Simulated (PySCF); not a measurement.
# [WOF5]2-: geometry

Aim: predict the geometry of [WOF5]2- (`[O]=[W@OH15-2]([F])([F])([F])([F])[F]`).

The runs use PySCF 2.14.0; the level of theory stands in each step. All values are computed, except where a source is named. Atoms count from 0, in the outputs and in this text.

### 1 The molecule as given

7 atoms, charge -2, multiplicity 2; geometry from: GFN2-xTB. The atoms were then displaced at random by about 0.01 Å, so the start is not that level's minimum.

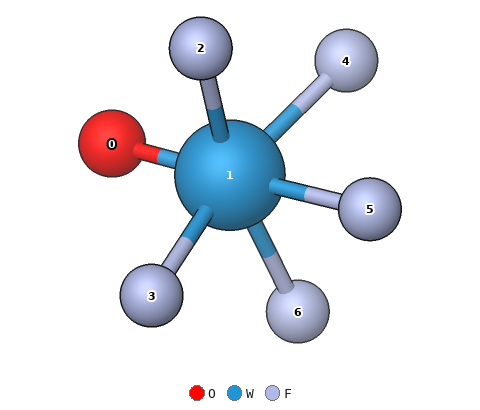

The starting geometry (oxygen red, tungsten blue, fluorine light blue), atoms numbered.

### 2 Optimising the geometry at PBE0-D3(BJ)/def2-SVP

What the job is given:

```
{"job": {"xc": "PBE0", "basis": "def2-SVP", "d3": "d3bj", "grid": 1, "maxiter": 30, "shake": 0.01, "kind": "geom"}, "charge": -2, "multiplicity": 2}
O      0.325450    -0.514830    -1.817030
W      0.027370    -0.056420    -0.201250
F      1.771150     1.070450     0.079570
F     -0.974270     1.746190    -0.564250
F      0.983030    -1.708760     0.689700
F     -0.291950     0.466880     1.713870
F     -1.806820    -1.032610     0.049470
```

Started as:

```
$ OMP_NUM_THREADS=1 python heavy_run.py task.json out
```

One launch serves the whole session: the jobs run in the order shown.

Log:

```text
step   0  E = -640.76669315  max force = 0.067877
step   1  E = -640.78656325  max force = 0.005902
step   2  E = -640.78638452  max force = 0.004306
step   3  E = -640.78691614  max force = 0.002720
step   4  E = -640.78690269  max force = 0.003271
step   5  E = -640.78712716  max force = 0.001267
step   6  E = -640.78711720  max force = 0.000703
step   7  E = -640.78713357  max force = 0.000332
optimisation converged
```

Wall time 2.1 min (1 thread of Arm Neoverse V1, shared host); peak memory 0.54 GiB.

Step by step: (the energy doesn't fall at every step)

| step | energy from step 0 (eV) | largest force component (eV/Å) |
| --- | --- | --- |
| 0 | 0.0000 | 3.4904 |
| 1 | -0.5407 | 0.3035 |
| 2 | -0.5358 | 0.2214 |
| 3 | -0.5503 | 0.1399 |
| 4 | -0.5499 | 0.1682 |
| 5 | -0.5560 | 0.0652 |
| 6 | -0.5558 | 0.0361 |
| 7 | -0.5562 | 0.0171 |

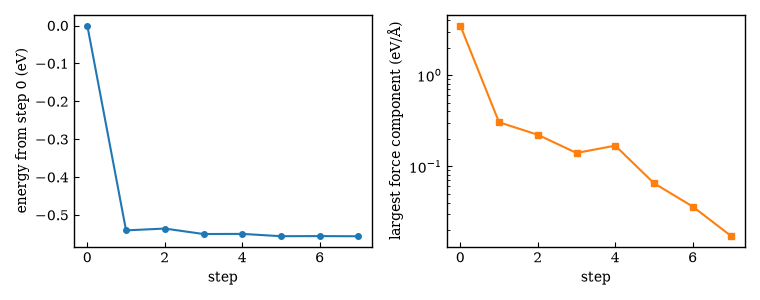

Energy and force, step by step.

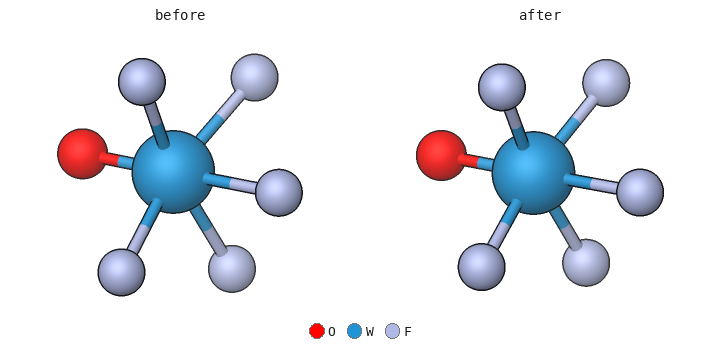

Before and after, at one scale.

Distances of close pairs at the start and the end, largest changes first:

| bond | before (Å) | after (Å) | change (Å) |
| --- | --- | --- | --- |
| W1–F4 | 2.106 | 1.980 | -0.126 |
| W1–F2 | 2.095 | 1.981 | -0.114 |
| W1–F3 | 2.094 | 1.981 | -0.113 |
| W1–F6 | 2.093 | 1.980 | -0.113 |
| O0–W1 | 1.706 | 1.739 | +0.033 |
| W1–F5 | 2.011 | 2.011 | +0.000 |

The end geometry:

| atom | x (Å) | y (Å) | z (Å) |
| --- | --- | --- | --- |
| O0 | 0.3277 | -0.4928 | -1.8054 |
| W1 | 0.0318 | -0.0422 | -0.1521 |
| F2 | 1.7005 | 1.0000 | 0.0781 |
| F3 | -0.9365 | 1.6338 | -0.5723 |
| F4 | 0.9321 | -1.6143 | 0.6470 |
| F5 | -0.3161 | 0.4685 | 1.7616 |
| F6 | -1.7050 | -0.9825 | -0.0070 |

| at the end point | value |
| --- | --- |
| point group (found at 0.08 Å tolerance) | C4v |
| rotational constants (GHz, main isotopes) | 1.849, 1.846, 1.713 |
| ⟨S²⟩ | 0.755 |

### 3 What came out

```
                            quantity                 value
                         point group                   C4v
rotational constants (main isotopes)  1.85, 1.85, 1.71 GHz
```

**Reading.** Over 7 steps the energy fell by 0.556 eV; of the bonded pairs, W1–F4 changed most, 2.106 to 1.980 Å.
